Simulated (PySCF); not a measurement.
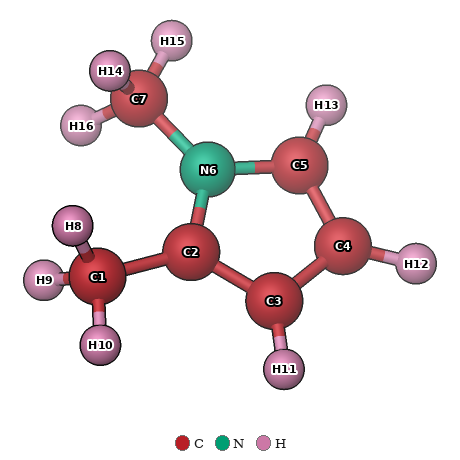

C₆H₉N, SMILES Cc1cccn1C. Simulated ¹H spectrum at 500 MHz, line width 1.0 Hz, from GIAO shifts (B3LYP/pcSseg-1, against TMS) and couplings (B3LYP/pcJ-1), PySCF, at a PBE0-D3(BJ)/def2-SVP geometry (no frequency check). Gas phase, values of one conformer, averaged over methyl-type rotors and exact or near symmetry; couplings among ¹H are treated exactly, other nuclei are left out. The spin-dipole term of J is left out for all pairs. The upper panels enlarge each group of lines, each scaled alone.

**Give the shifts and couplings that make up the spectrum.**

```csv
δ (ppm),nuclei,atoms
6.29,1,H13
5.95,1,H12
5.95,1,H11
3.36,3,"H14, H15, H16"
2.19,3,"H8, H9, H10"
```

The order of signals that lie close, as those under 0.08 ppm apart, is within the error of the method.


```tsv
pair	J (Hz)
H12–H11	3.9
H13–H12	3.3
H13–H11	1.7
H11 – H8/H9/H10	−1.2
H13 – H8/H9/H10	−0.6
```

Not listed: couplings under 0.5 Hz, those between magnetically equivalent nuclei.

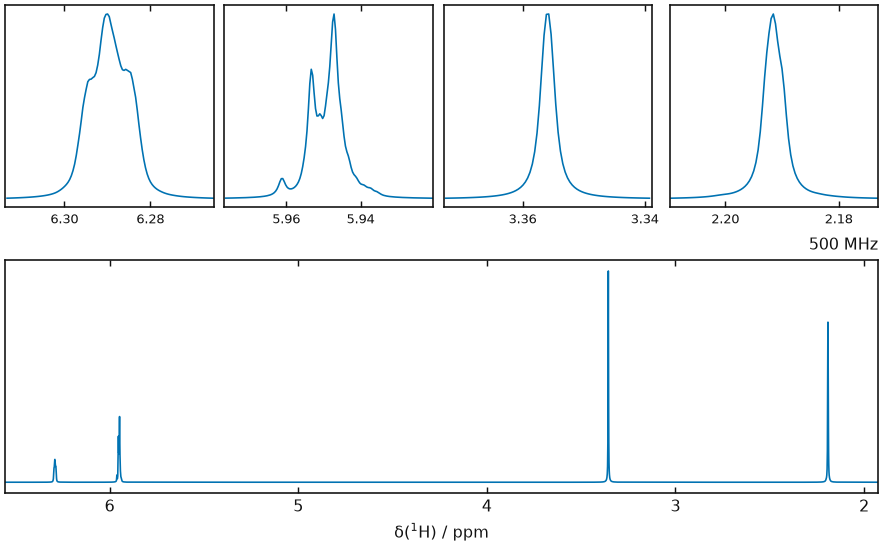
